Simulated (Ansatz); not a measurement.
Where the default PAW files enter, the runs use the earlier of Ansatz's two default sets.

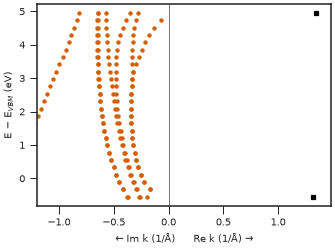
Figure: Complex bands at the centre of the two-dimensional zone; r2SCAN run with Ansatz (a program for electronic structure)

No gap correction and no spin-orbit coupling; mid-gap is the computed energy nearest the middle.

Problem. This is BN (P6_3/mmc, 4 atoms a cell, 9.0 Å³ an atom) along the normal of (100). Read off the slowest decay at the centre of the two-dimensional zone at 2.31 eV, the computed energy nearest the middle of the gap.

Solution. κ ≈ 0.34 1/Å, a decay length 1/(2κ) of the density of 1.5 Å.
